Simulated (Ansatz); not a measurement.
Start from CuI in the zinc blende structure (space group F-43m, No. 216; a = 6.023 Å). Axes: x, y, z lie along the cube axes.

Perturbation: a pure shear with ε_xy = ε_yx = 0.0029, atoms relaxed at fixed cell.

Method: DFT with r2SCAN, PAW potentials and a 500 eV plane-wave cutoff in Ansatz (a first-principles code), without spin-orbit coupling.

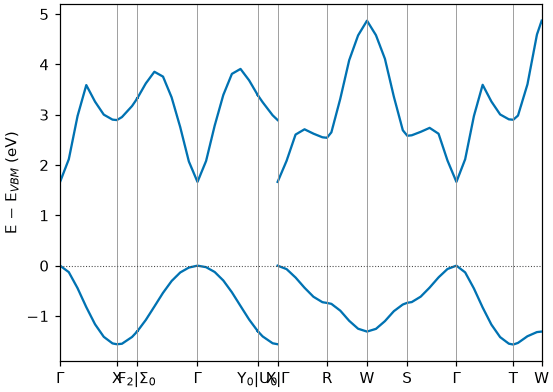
Figure: Highest valence and lowest conduction band along the path of the changed cell's own zone

From the figure, how large is the changed gap, and is it direct?

About 1.7 eV, direct at Γ.

With I present, leaving out spin-orbit coupling can change the band edges. The cells carry an imposed strain or load. No phonon test of stability was made. The final runs are not spin-polarised. k-point labels follow each cell's own Brillouin zone.
